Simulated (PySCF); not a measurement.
WS₂F₂: geometry relaxation

System: WS₂F₂.
Method: PBE0-D3(BJ)/def2-SVP geometry optimisation, gas phase (PySCF 2.14.0).

It belongs to a series of runs on one base structure; here: ligand (both): Cl to F.

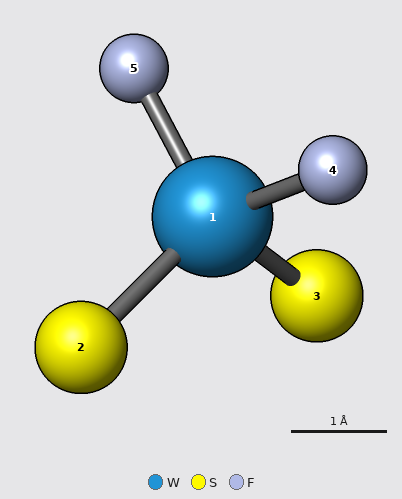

The structure as given in the input (ball-and-stick view, seen at a tilt; atoms are numbered from 1 in the order of the input). Sticks mark near contacts.

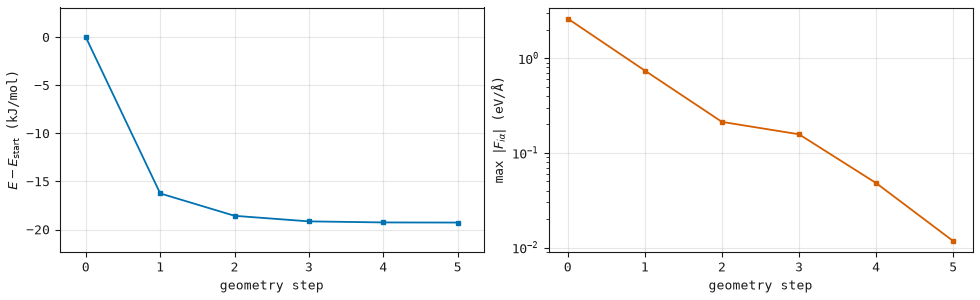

Progress of the relaxation, step by step (steps are counted from 0).

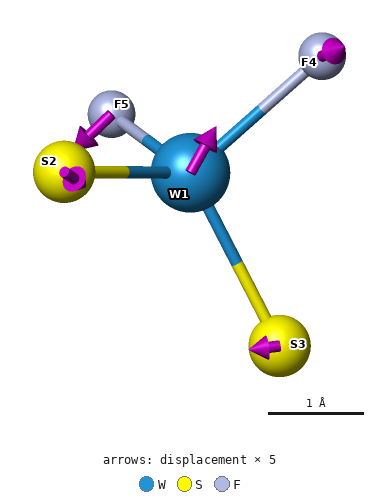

The starting structure with the displacements as pink arrows, magnified 5 times (ball-and-stick view, seen at a tilt). The two geometries are laid on each other by the best rigid fit. The largest moves after the best rigid fit, 0.11 Å, are those of W1 and F5. Largest moves by element: F 0.11 Å, W 0.11 Å, S 0.09 Å. Distances before and after: W1–S3 2.074 → 2.115 Å, W1–S2 2.155 → 2.117 Å, W1–F4 1.885 → 1.851 Å, W1–F5 1.833 → 1.851 Å. Among the angles that change: F4–W1–F5 105.6° → 116.3°, S2–W1–S3 113.5° → 107.1°, S2–W1–F5 111.6° → 108.4°. The energy falls by 19.3 kJ/mol in 5 geometry steps. Largest force component: 2.6 eV/Å at the start, 0.012 eV/Å at the end. (Atoms are counted from 1 in the order of the input.)

These pictures come from the run below.

### Input
```
{"job": {"xc": "PBE0", "basis": "def2-SVP", "d3": "d3bj", "grid": 1, "maxiter": 30, "shake": 0.03, "kind": "geom"}, "charge": 0, "multiplicity": 1}
W      0.008180    -0.076540    -0.027270
S     -0.060870    -0.031980     2.125850
S      1.932280     0.005550    -0.795900
F     -0.852940     1.476120    -0.659120
F     -0.951800    -1.483620    -0.705680
```

The first line tells a small driver script what to run in PySCF; the rest is the geometry in Å.

Run as:
```bash
OMP_NUM_THREADS=1 python <driver script> task.json out
```

### The program's output
```
step   0  E = -1062.47609415  max force = 0.051031
step   1  E = -1062.48228086  max force = 0.014406
step   2  E = -1062.48316765  max force = 0.004136
step   3  E = -1062.48338780  max force = 0.003060
step   4  E = -1062.48343004  max force = 0.000934
step   5  E = -1062.48343480  max force = 0.000227
optimisation converged
```

### Trajectory as extended XYZ (Å, eV, eV/Å), 6 frames, from step=0 to step=5
```
5
Properties=species:S:1:pos:R:3:forces:R:3 step=0 energy=-28911.44713
W     0.0082   -0.0765   -0.0273   -2.6241   1.8734   0.7240
S    -0.0609   -0.0320    2.1258    0.4015  -0.1359  -0.9284
S     1.9323    0.0056   -0.7959    1.6080  -0.1914  -0.2146
F    -0.8529    1.4761   -0.6591    0.6220  -0.8516   0.5001
F    -0.9518   -1.4836   -0.7057   -0.0074  -0.6946  -0.0811
5
Properties=species:S:1:pos:R:3:forces:R:3 step=1 energy=-28911.61548
W    -0.0607   -0.0254   -0.0533    0.5565  -0.7408  -0.4378
S    -0.0142   -0.0341    2.0558   -0.0518  -0.0135   0.2734
S     1.9638   -0.0334   -0.7229   -0.4718  -0.0319   0.1243
F    -0.8613    1.5057   -0.6455   -0.2476   0.7317  -0.1341
F    -0.9528   -1.5233   -0.6962    0.2146   0.0545   0.1743
5
Properties=species:S:1:pos:R:3:forces:R:3 step=2 energy=-28911.63962
W    -0.0664   -0.0245   -0.0650    0.0360   0.1170  -0.1901
S    -0.0170   -0.0419    2.0513   -0.0572  -0.0161  -0.0004
S     1.9515   -0.0478   -0.7200   -0.2127  -0.0102   0.0118
F    -0.8635    1.5462   -0.6450    0.1249  -0.0670   0.0973
F    -0.9298   -1.5425   -0.6834    0.1089  -0.0237   0.0813
5
Properties=species:S:1:pos:R:3:forces:R:3 step=3 energy=-28911.64561
W    -0.0714   -0.0195   -0.0727   -0.1573   0.0833   0.0625
S    -0.0313   -0.0459    2.0446   -0.0094  -0.0007  -0.0137
S     1.9344   -0.0514   -0.7305    0.1273   0.0102  -0.0592
F    -0.8511    1.5638   -0.6344    0.0425  -0.0046   0.0204
F    -0.9057   -1.5574   -0.6692   -0.0031  -0.0881  -0.0100
5
Properties=species:S:1:pos:R:3:forces:R:3 step=4 energy=-28911.64676
W    -0.0761   -0.0183   -0.0744   -0.0480  -0.0041   0.0147
S    -0.0374   -0.0472    2.0427    0.0043   0.0048  -0.0239
S     1.9318   -0.0470   -0.7367    0.0185   0.0142  -0.0036
F    -0.8474    1.5716   -0.6293    0.0158  -0.0214   0.0098
F    -0.8961   -1.5696   -0.6645    0.0094   0.0064   0.0030
5
Properties=species:S:1:pos:R:3:forces:R:3 step=5 energy=-28911.64688
W    -0.0777   -0.0195   -0.0747    0.0117   0.0010  -0.0071
S    -0.0373   -0.0471    2.0414    0.0005   0.0016   0.0091
S     1.9311   -0.0408   -0.7368   -0.0053   0.0070   0.0017
F    -0.8488    1.5702   -0.6276   -0.0047  -0.0019   0.0003
F    -0.8924   -1.5733   -0.6644   -0.0022  -0.0077  -0.0040
```

### Key numbers

| quantity | value |
| --- | --- |
| outcome | converged |
| total energy | −1062.483435 hartree |
| dipole moment | 0.66 D |
| point group | C2v |
| hardware | 1 CPU thread, shared host |
| wall time | 18 s |
| peak memory | 0.38 GiB |
